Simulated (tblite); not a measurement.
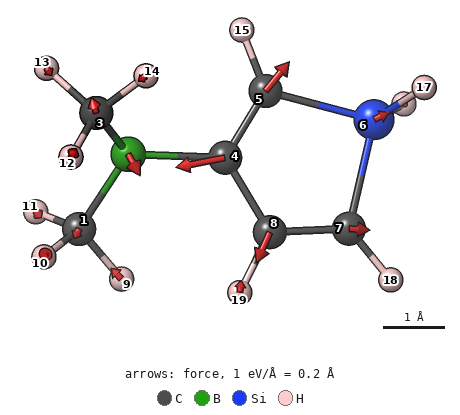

Starting geometry of C$_{6}$H$_{11}$BSi with the computed forces as red arrows. The picture is a ball-and-stick view, seen at a tilt.

Computed with GFN2-xTB geometry optimisation, gas phase in tblite. 

Question: What follows when this structure is relaxed?

Answer: It isn't relaxed: the largest force vector, on a C atom, is 4.22 eV/Å. The final displacements have little in common with the starting forces (cosine between the two patterns 0.20). After 121 geometry steps the energy has fallen by 0.811 eV. The atom that moves furthest after the best rigid fit is an H atom (0.64 Å). By element the largest moves are H 0.64 Å, B 0.34 Å, C 0.21 Å, Si 0.08 Å. Near-neighbour distances that change, for instance: C–C 1.297 → 1.352 Å, C–H 1.140 → 1.088 Å, C–C 1.426 → 1.472 Å, B–C 1.601 → 1.557 Å. Bond angles that change, for instance: B–C–H 106.6° → 113.0°, C–C–H 127.6° → 121.4°, B–C–H 113.8° → 108.7°. The run took 1.6 s on 1 thread of Arm Neoverse N1, on a shared host.
